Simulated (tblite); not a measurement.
C$_{6}$H$_{4}$F$_{2}$N: geometry relaxation

The run: geometry relaxation of C$_{6}$H$_{4}$F$_{2}$N, multiplicity 2. Method and program: GFN2-xTB geometry optimisation, gas phase (tblite 0.8.0).

It belongs to a series of runs on one base structure; here: H removed from aryl C.

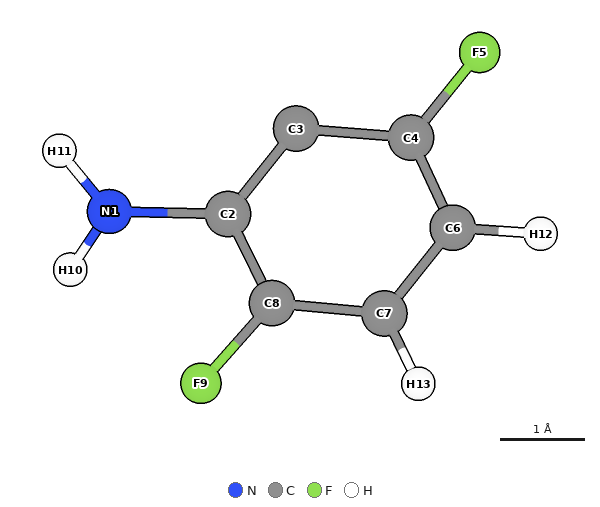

Fig. 1: The starting structure (ball-and-stick view, seen at a tilt; atoms are numbered from 1 in the order of the input). Bond lengths as drawn: C–C 1.37 to 1.41 Å, C–F 1.34 to 1.38 Å, C–H 1.08 Å, C–N 1.45 Å and H–N 1.03 to 1.04 Å.

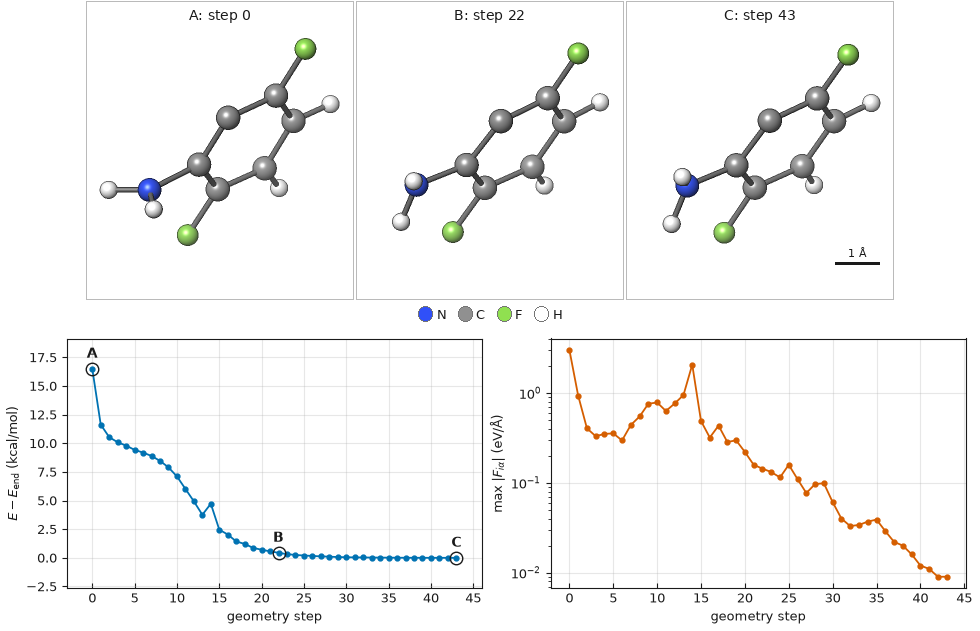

Fig. 2: Frames of the relaxation (ball-and-stick view, seen at a tilt) above the curves, on which the letters mark them (steps are counted from 0).

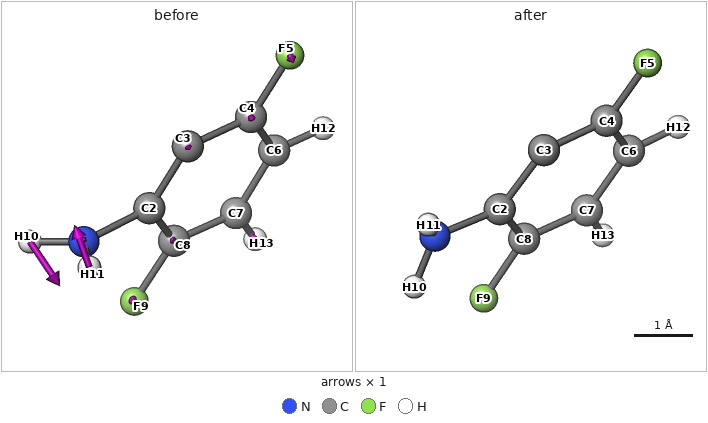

Fig. 3: Before (left) and after (right) the relaxation, at one scale (ball-and-stick view, seen at a tilt). The pink arrows give the displacements, at true length. After 43 geometry steps the energy has fallen by 16.5 kcal/mol. Largest force component: 3 eV/Å at the start, 0.009 eV/Å at the end. The atom that moves furthest after the best rigid fit is H10 (0.95 Å). Largest moves by element: H 0.95 Å, F 0.17 Å, N 0.12 Å, C 0.10 Å. Among the contacts that change: N1–C2 1.446 → 1.367 Å, C3–C4 1.411 → 1.360 Å, N1–H11 1.042 → 1.005 Å, C2–C8 1.375 → 1.411 Å. Among the angles that change: C2–C3–C4 118.0° → 124.8°, C3–C2–C8 120.0° → 114.6°, C2–N1–H10 121.9° → 116.9°. (Atoms are counted from 1 in the order of the input.)

The input and output of the run follow.

### The input
```
{"job": {"kind": "relax", "xc": "GFN2-xTB", "basis": "xTB"}, "charge": 0, "multiplicity": 2}
N      2.356200    -0.328200     0.056600
C      0.912200    -0.264400     0.002800
C      0.143100    -1.404600    -0.074800
C     -1.259300    -1.254900    -0.125600
F     -2.035300    -2.389400    -0.199700
C     -1.833900    -0.011600    -0.067800
C     -1.064600     1.138300     0.021900
C      0.308800     0.969600     0.066300
F      1.115200     2.042100     0.151700
H      2.948000     0.075200    -0.688200
H      2.845100    -0.781400     0.856800
H     -2.908200     0.097000    -0.093400
H     -1.531800     2.112700     0.075600
```

The first line tells a small driver script what to run in tblite; the rest is the geometry in Å.

Launch command:
```bash
OMP_NUM_THREADS=1 python <driver script> task.json out
```

### What the program printed
```
step      E/eV     max force
  0    -738.38540    3.502
  1    -738.59682    1.343
  2    -738.64429    0.535
  3    -738.66376    0.369
  4    -738.67636    0.351
  5    -738.69257    0.361
  6    -738.70271    0.336
  7    -738.71565    0.466
  8    -738.73411    0.556
  9    -738.75881    0.782
 10    -738.79297    0.832
 11    -738.84022    0.656
 12    -738.88735    0.782
 13    -738.93812    0.968
 14    -738.89649    2.446
 15    -738.99448    0.497
 16    -739.01297    0.337
 17    -739.03905    0.607
 18    -739.04863    0.342
 19    -739.06349    0.321
 20    -739.07057    0.264
 21    -739.07668    0.217
 22    -739.08227    0.157
 23    -739.08714    0.168
 24    -739.09037    0.138
 25    -739.09241    0.160
 26    -739.09402    0.118
 27    -739.09573    0.081
 28    -739.09675    0.099
 29    -739.09823    0.107
 30    -739.09901    0.078
 31    -739.09952    0.054
 32    -739.09985    0.046
 33    -739.10010    0.037
 34    -739.10034    0.037
 35    -739.10059    0.042
 36    -739.10080    0.032
 37    -739.10093    0.028
 38    -739.10102    0.024
 39    -739.10110    0.018
 40    -739.10115    0.013
 41    -739.10117    0.011
 42    -739.10118    0.011
 43    -739.10119    0.010
```

### Trajectory as extended XYZ (Å, eV, eV/Å), 17 of the 44 frames kept, from step=0 to step=43
```
13
Properties=species:S:1:pos:R:3:forces:R:3 step=0 energy=-738.38540
N     2.3562   -0.3282    0.0566   -0.1930  -0.0420   0.2010
C     0.9122   -0.2644    0.0028    3.0330  -1.7470   0.1180
C     0.1431   -1.4046   -0.0748   -1.9140   0.9640  -0.1070
C    -1.2593   -1.2549   -0.1256    1.3600  -1.7180   0.2480
F    -2.0353   -2.3894   -0.1997    0.4110   1.0210   0.0140
C    -1.8339   -0.0116   -0.0678   -0.6570   0.6070   0.0030
C    -1.0646    1.1383    0.0219    0.2720  -0.4050   0.0270
C     0.3088    0.9696    0.0663   -0.7310   1.1430  -0.2250
F     1.1152    2.0421    0.1517    0.0430   0.2410   0.0520
H     2.9480    0.0752   -0.6882   -0.9070  -0.2740   1.0170
H     2.8451   -0.7814    0.8568   -0.8870   0.5500  -1.2690
H    -2.9082    0.0970   -0.0934   -0.0450  -0.2090  -0.0690
H    -1.5318    2.1127    0.0756    0.2170  -0.1320  -0.0100
13
Properties=species:S:1:pos:R:3:forces:R:3 step=3 energy=-738.66376
N     2.3501   -0.3310    0.0600   -0.1290  -0.0880   0.0040
C     0.9692   -0.2891    0.0067   -0.0910   0.0960   0.0040
C     0.1191   -1.3689   -0.0754   -0.0300   0.0430   0.0380
C    -1.2457   -1.2697   -0.1128    0.1020   0.0790   0.1450
F    -2.0259   -2.3624   -0.2003    0.0210   0.0690  -0.0100
C    -1.8441   -0.0146   -0.0677   -0.1160   0.1950   0.0440
C    -1.0579    1.1224    0.0215    0.1420  -0.1560  -0.0410
C     0.3150    0.9670    0.0536    0.0810   0.1880  -0.1280
F     1.1157    2.0558    0.1535   -0.1330  -0.0340  -0.0200
H     2.9168    0.0736   -0.6551   -0.0490   0.3310  -0.0100
H     2.8196   -0.7737    0.8203    0.0100  -0.3060   0.0460
H    -2.9161    0.0861   -0.0970   -0.0800  -0.1680  -0.0510
H    -1.5203    2.1050    0.0750    0.2720  -0.2490  -0.0210
13
Properties=species:S:1:pos:R:3:forces:R:3 step=5 energy=-738.69257
N     2.3437   -0.3389    0.0596    0.1170  -0.0970  -0.0310
C     0.9708   -0.2816    0.0084    0.0280  -0.1040  -0.0140
C     0.1180   -1.3541   -0.0715   -0.0880  -0.2170   0.0840
C    -1.2434   -1.2578   -0.0968   -0.0040  -0.1540   0.0000
F    -2.0221   -2.3498   -0.2013    0.0070  -0.0340   0.0300
C    -1.8522   -0.0109   -0.0643    0.0120   0.0870   0.0480
C    -1.0444    1.1067    0.0177   -0.1240   0.1120  -0.0610
C     0.3267    0.9671    0.0382   -0.1790   0.2650  -0.0150
F     1.1080    2.0627    0.1525    0.0050   0.0750  -0.0520
H     2.9007    0.0999   -0.6419    0.0520   0.3560   0.0260
H     2.8118   -0.7970    0.8110    0.0430  -0.3070   0.0260
H    -2.9265    0.0692   -0.1025    0.0040  -0.0380  -0.0210
H    -1.4954    2.0851    0.0731    0.1270   0.0560  -0.0190
13
Properties=species:S:1:pos:R:3:forces:R:3 step=8 energy=-738.73411
N     2.3496   -0.3658    0.0496   -0.0020  -0.0040  -0.1910
C     0.9741   -0.2796    0.0098    0.0370  -0.0150   0.0210
C     0.1134   -1.3545   -0.0502    0.1480   0.0810   0.1050
C    -1.2441   -1.2542   -0.0722   -0.0450  -0.0430  -0.0840
F    -2.0197   -2.3410   -0.1971   -0.1080  -0.1950   0.0790
C    -1.8619   -0.0062   -0.0533    0.1200  -0.2340  -0.0510
C    -1.0393    1.0979    0.0025   -0.0790   0.1740   0.0010
C     0.3303    0.9813    0.0124    0.1220  -0.4130   0.1030
F     1.0972    2.0876    0.1410    0.0040  -0.0310  -0.1260
H     2.8794    0.1940   -0.6017   -0.0150   0.0420   0.5490
H     2.8032   -0.8780    0.7885   -0.0380   0.0220  -0.3960
H    -2.9397    0.0392   -0.1137    0.1290   0.1320   0.0320
H    -1.4467    2.0799    0.0667   -0.2720   0.4830  -0.0420
13
Properties=species:S:1:pos:R:3:forces:R:3 step=11 energy=-738.84022
N     2.3598   -0.4065    0.0008   -0.3630   0.0850  -0.2130
C     0.9850   -0.2904    0.0137   -0.2600   0.1820   0.0320
C     0.1157   -1.3651   -0.0004    0.0430   0.1550  -0.0590
C    -1.2436   -1.2747   -0.0552    0.0520   0.2350   0.0340
F    -2.0305   -2.3625   -0.1738    0.1210   0.1190   0.1270
C    -1.8535   -0.0139   -0.0457    0.0960   0.1700  -0.1670
C    -1.0504    1.1205   -0.0191    0.2410  -0.2170   0.1640
C     0.3278    0.9721   -0.0013    0.0410  -0.0700   0.1000
F     1.0825    2.1081    0.0981   -0.0020  -0.4120  -0.1430
H     2.8595    0.3480   -0.4532    0.0490  -0.1690   0.6320
H     2.7929   -1.0001    0.6947    0.0240   0.2460  -0.4160
H    -2.9314    0.0214   -0.1237    0.1110   0.1290   0.0490
H    -1.4182    2.1437    0.0472   -0.1550  -0.4530  -0.1400
13
Properties=species:S:1:pos:R:3:forces:R:3 step=13 energy=-738.93812
N     2.3414   -0.4128   -0.0663   -0.1750  -0.3540   0.0100
C     0.9789   -0.2917    0.0203   -0.0920   0.0010  -0.0430
C     0.1194   -1.3591    0.0307   -0.3040  -0.4300  -0.1310
C    -1.2381   -1.2784   -0.0489    0.0530   0.0800   0.0870
F    -2.0288   -2.3730   -0.1401    0.2450   0.3450   0.1100
C    -1.8319   -0.0127   -0.0605   -0.2450   0.2260  -0.0090
C    -1.0455    1.1296   -0.0161    0.0310  -0.1770   0.0490
C     0.3272    0.9487    0.0089   -0.3070   0.7770  -0.0290
F     1.0781    2.0796    0.0489    0.3670   0.0000  -0.0210
H     2.8476    0.4200   -0.2584    0.2950   0.6340   0.1020
H     2.7858   -1.0488    0.5685    0.0780  -0.2140  -0.0180
H    -2.9057    0.0340   -0.1226   -0.0940   0.0620  -0.0090
H    -1.4328    2.1651    0.0178    0.1510  -0.9510  -0.0990
13
Properties=species:S:1:pos:R:3:forces:R:3 step=16 energy=-739.01297
N     2.3376   -0.4109   -0.0887    0.0570   0.1430   0.0830
C     0.9741   -0.2896    0.0213   -0.0110  -0.0230  -0.0950
C     0.1153   -1.3599    0.0397   -0.0130  -0.1630  -0.1020
C    -1.2375   -1.2672   -0.0334   -0.0040  -0.0050  -0.0030
F    -2.0189   -2.3574   -0.1244   -0.0140   0.0340   0.1060
C    -1.8376   -0.0076   -0.0626   -0.1080  -0.0400   0.0630
C    -1.0377    1.1164   -0.0169   -0.0500  -0.0370  -0.0240
C     0.3292    0.9597    0.0009    0.0060   0.1530   0.0140
F     1.0886    2.0797    0.0305    0.3200   0.1060  -0.0100
H     2.8321    0.4638   -0.1732    0.0570   0.0530   0.1560
H     2.7785   -1.0872    0.5128    0.0240  -0.0980  -0.1120
H    -2.9091    0.0305   -0.1264   -0.1390   0.1230  -0.0100
H    -1.4190    2.1303    0.0027   -0.1260  -0.2470  -0.0650
13
Properties=species:S:1:pos:R:3:forces:R:3 step=19 energy=-739.06349
N     2.3384   -0.3732   -0.1121   -0.0170  -0.1180   0.2980
C     0.9705   -0.2916    0.0098    0.1050   0.1170  -0.0370
C     0.1192   -1.3700    0.0405   -0.0010   0.1420  -0.1300
C    -1.2363   -1.2684   -0.0255   -0.0290  -0.0370   0.0180
F    -2.0196   -2.3557   -0.0790   -0.0800  -0.1030   0.0560
C    -1.8408   -0.0119   -0.0624    0.0550  -0.0150   0.0880
C    -1.0330    1.1076   -0.0187    0.0160   0.0730  -0.0910
C     0.3361    0.9690    0.0061    0.0120  -0.0470  -0.1320
F     1.1361    2.0687   -0.0070   -0.0880  -0.0470   0.0690
H     2.8204    0.5047    0.0053    0.0360   0.0660   0.0000
H     2.7734   -1.1364    0.3844    0.0060  -0.0730  -0.1530
H    -2.9148    0.0596   -0.1271    0.0360  -0.0280   0.0180
H    -1.4540    2.0981   -0.0320   -0.0510   0.0680  -0.0030
13
Properties=species:S:1:pos:R:3:forces:R:3 step=22 energy=-739.08227
N     2.3443   -0.3556   -0.0804   -0.1350  -0.0430   0.0660
C     0.9790   -0.2837   -0.0010   -0.1160  -0.0360   0.0250
C     0.1209   -1.3579    0.0227   -0.0570  -0.0780  -0.0800
C    -1.2391   -1.2750   -0.0186    0.0190   0.0570  -0.0020
F    -2.0286   -2.3656   -0.0513    0.1230   0.0810   0.0470
C    -1.8392   -0.0150   -0.0495    0.0240   0.0500  -0.0550
C    -1.0305    1.1093   -0.0339   -0.0660   0.0060  -0.0260
C     0.3401    0.9720   -0.0123   -0.1100   0.0720  -0.0850
F     1.1467    2.0656   -0.0126   -0.1030   0.0600   0.0420
H     2.8148    0.5203    0.0794    0.1440  -0.0300   0.0320
H     2.7739   -1.1745    0.3120    0.0870  -0.0510  -0.0300
H    -2.9144    0.0658   -0.1250    0.1070  -0.0590   0.0740
H    -1.4721    2.0949   -0.0474    0.0840  -0.0290  -0.0090
13
Properties=species:S:1:pos:R:3:forces:R:3 step=24 energy=-739.09037
N     2.3392   -0.3556   -0.0497   -0.1080   0.0640  -0.0580
C     0.9755   -0.2794   -0.0034   -0.0900  -0.0710   0.0090
C     0.1179   -1.3545    0.0048    0.0820  -0.1040  -0.0090
C    -1.2400   -1.2729   -0.0165    0.0500   0.0090  -0.0350
F    -2.0249   -2.3659   -0.0403    0.0680   0.0740   0.0380
C    -1.8360   -0.0135   -0.0462   -0.0360   0.0100  -0.0890
C    -1.0343    1.1127   -0.0445   -0.0080  -0.0440   0.0040
C     0.3339    0.9757   -0.0306    0.0330   0.0180   0.0360
F     1.1356    2.0705   -0.0045   -0.0280   0.1150  -0.0050
H     2.8243    0.5148    0.0886    0.1120  -0.0210   0.0480
H     2.7809   -1.1878    0.2922    0.0330  -0.0910   0.0190
H    -2.9060    0.0594   -0.1176   -0.1120  -0.0160   0.0680
H    -1.4706    2.0970   -0.0502    0.0060   0.0590  -0.0280
13
Properties=species:S:1:pos:R:3:forces:R:3 step=27 energy=-739.09573
N     2.3341   -0.3519   -0.0415    0.0770  -0.0180  -0.0180
C     0.9706   -0.2802   -0.0041    0.0620   0.0420   0.0070
C     0.1223   -1.3624   -0.0035    0.0210   0.0740   0.0120
C    -1.2350   -1.2711   -0.0198   -0.0070   0.0130  -0.0320
F    -2.0188   -2.3619   -0.0275   -0.0190  -0.0220   0.0130
C    -1.8373   -0.0133   -0.0538   -0.0080   0.0140  -0.0240
C    -1.0364    1.1139   -0.0487   -0.0230  -0.0010  -0.0230
C     0.3326    0.9788   -0.0327   -0.0180  -0.0070   0.0340
F     1.1308    2.0784   -0.0053   -0.0470   0.0050   0.0000
H     2.8356    0.5077    0.1141   -0.0020  -0.0350   0.0190
H     2.7820   -1.1959    0.2695   -0.0550  -0.0250  -0.0120
H    -2.9109    0.0587   -0.1069   -0.0120  -0.0400   0.0420
H    -1.4739    2.0998   -0.0575    0.0300   0.0000  -0.0180
13
Properties=species:S:1:pos:R:3:forces:R:3 step=30 energy=-739.09901
N     2.3390   -0.3510   -0.0343    0.0050   0.0570  -0.0440
C     0.9764   -0.2744   -0.0045   -0.0120   0.0270  -0.0120
C     0.1275   -1.3565   -0.0090   -0.0510   0.0550   0.0230
C    -1.2306   -1.2678   -0.0246   -0.0280  -0.0010  -0.0120
F    -2.0147   -2.3600   -0.0114    0.0200  -0.0110  -0.0120
C    -1.8403   -0.0128   -0.0629    0.0040  -0.0100   0.0320
C    -1.0392    1.1142   -0.0580   -0.0150  -0.0010  -0.0120
C     0.3307    0.9804   -0.0337   -0.0270   0.0320   0.0110
F     1.1176    2.0882   -0.0074   -0.0010  -0.0080   0.0050
H     2.8431    0.5007    0.1515    0.0260  -0.0530   0.0100
H     2.7738   -1.2136    0.2368    0.0050  -0.0390   0.0240
H    -2.9173    0.0496   -0.0914    0.0610  -0.0170   0.0030
H    -1.4704    2.1035   -0.0688    0.0140  -0.0320  -0.0160
13
Properties=species:S:1:pos:R:3:forces:R:3 step=32 energy=-739.09985
N     2.3408   -0.3509   -0.0387   -0.0290   0.0210  -0.0290
C     0.9774   -0.2712   -0.0047   -0.0140   0.0090  -0.0060
C     0.1264   -1.3512   -0.0068   -0.0100  -0.0120   0.0090
C    -1.2314   -1.2670   -0.0269    0.0060  -0.0120   0.0140
F    -2.0129   -2.3605   -0.0101    0.0130  -0.0160  -0.0180
C    -1.8404   -0.0130   -0.0638   -0.0020  -0.0120   0.0290
C    -1.0405    1.1138   -0.0597    0.0120   0.0070   0.0020
C     0.3290    0.9816   -0.0311    0.0160   0.0240  -0.0130
F     1.1144    2.0893   -0.0081    0.0140   0.0300   0.0100
H     2.8464    0.4968    0.1586    0.0330  -0.0310   0.0090
H     2.7706   -1.2167    0.2335   -0.0050  -0.0130   0.0150
H    -2.9156    0.0466   -0.0880   -0.0140   0.0020  -0.0070
H    -1.4686    2.1030   -0.0719   -0.0200   0.0030  -0.0140
13
Properties=species:S:1:pos:R:3:forces:R:3 step=35 energy=-739.10059
N     2.3401   -0.3509   -0.0466    0.0120  -0.0390   0.0080
C     0.9760   -0.2678   -0.0054    0.0200   0.0070   0.0050
C     0.1259   -1.3487   -0.0039    0.0240  -0.0010  -0.0090
C    -1.2316   -1.2680   -0.0273    0.0110   0.0050   0.0320
F    -2.0099   -2.3635   -0.0124    0.0030  -0.0080  -0.0150
C    -1.8406   -0.0138   -0.0612    0.0030   0.0040   0.0070
C    -1.0410    1.1141   -0.0596   -0.0030   0.0090   0.0100
C     0.3292    0.9858   -0.0296    0.0060  -0.0040  -0.0240
F     1.1146    2.0936   -0.0070   -0.0080   0.0120   0.0070
H     2.8542    0.4889    0.1624   -0.0060   0.0080  -0.0010
H     2.7661   -1.2171    0.2351   -0.0360  -0.0010  -0.0070
H    -2.9161    0.0455   -0.0863   -0.0030   0.0060  -0.0070
H    -1.4712    2.1024   -0.0759   -0.0220   0.0030  -0.0050
13
Properties=species:S:1:pos:R:3:forces:R:3 step=38 energy=-739.10102
N     2.3409   -0.3526   -0.0463    0.0020   0.0150   0.0010
C     0.9772   -0.2642   -0.0063   -0.0030  -0.0020  -0.0060
C     0.1276   -1.3459   -0.0052    0.0050  -0.0010   0.0000
C    -1.2302   -1.2680   -0.0233    0.0110   0.0070   0.0020
F    -2.0068   -2.3655   -0.0133    0.0160   0.0150  -0.0010
C    -1.8406   -0.0139   -0.0579    0.0080   0.0010  -0.0050
C    -1.0415    1.1148   -0.0606   -0.0060   0.0010   0.0070
C     0.3297    0.9890   -0.0341   -0.0120  -0.0030   0.0110
F     1.1121    2.0994   -0.0050   -0.0110  -0.0110  -0.0090
H     2.8585    0.4840    0.1683   -0.0070  -0.0050  -0.0060
H     2.7596   -1.2228    0.2310   -0.0110  -0.0200   0.0060
H    -2.9167    0.0438   -0.0850    0.0180   0.0090  -0.0020
H    -1.4743    2.1023   -0.0800   -0.0110  -0.0060   0.0010
13
Properties=species:S:1:pos:R:3:forces:R:3 step=40 energy=-739.10115
N     2.3413   -0.3532   -0.0474   -0.0090   0.0060   0.0010
C     0.9776   -0.2634   -0.0066   -0.0060   0.0000  -0.0040
C     0.1288   -1.3454   -0.0049    0.0000  -0.0040   0.0020
C    -1.2289   -1.2673   -0.0217    0.0060  -0.0010  -0.0120
F    -2.0048   -2.3650   -0.0145    0.0060   0.0050   0.0050
C    -1.8398   -0.0139   -0.0575    0.0020  -0.0010   0.0020
C    -1.0420    1.1153   -0.0597    0.0030  -0.0010  -0.0020
C     0.3290    0.9893   -0.0341    0.0000   0.0040   0.0120
F     1.1106    2.0998   -0.0053    0.0010   0.0000  -0.0080
H     2.8589    0.4828    0.1684    0.0050  -0.0010  -0.0030
H     2.7565   -1.2249    0.2315   -0.0030  -0.0070   0.0040
H    -2.9154    0.0443   -0.0853    0.0000   0.0020  -0.0020
H    -1.4762    2.1021   -0.0807   -0.0050  -0.0020   0.0050
13
Properties=species:S:1:pos:R:3:forces:R:3 step=43 energy=-739.10119
N     2.3408   -0.3533   -0.0480   -0.0010  -0.0090   0.0040
C     0.9772   -0.2631   -0.0068    0.0030   0.0030   0.0040
C     0.1294   -1.3457   -0.0045    0.0000   0.0050  -0.0020
C    -1.2281   -1.2673   -0.0227   -0.0020  -0.0010  -0.0030
F    -2.0038   -2.3647   -0.0148   -0.0020  -0.0040   0.0020
C    -1.8394   -0.0139   -0.0574    0.0000   0.0000  -0.0010
C    -1.0422    1.1155   -0.0592    0.0000   0.0000   0.0010
C     0.3288    0.9897   -0.0327    0.0020   0.0010  -0.0020
F     1.1105    2.1000   -0.0060    0.0030   0.0030  -0.0040
H     2.8599    0.4818    0.1671    0.0030   0.0070  -0.0010
H     2.7550   -1.2251    0.2331   -0.0050  -0.0010  -0.0010
H    -2.9149    0.0448   -0.0855    0.0000  -0.0030  -0.0020
H    -1.4775    2.1019   -0.0803   -0.0010  -0.0010   0.0050
```

### Key numbers

```csv
quantity,value
outcome,converged
total energy,−739.1012 eV
hardware,"1 CPU thread, shared host"
peak memory,0.18 GiB
```
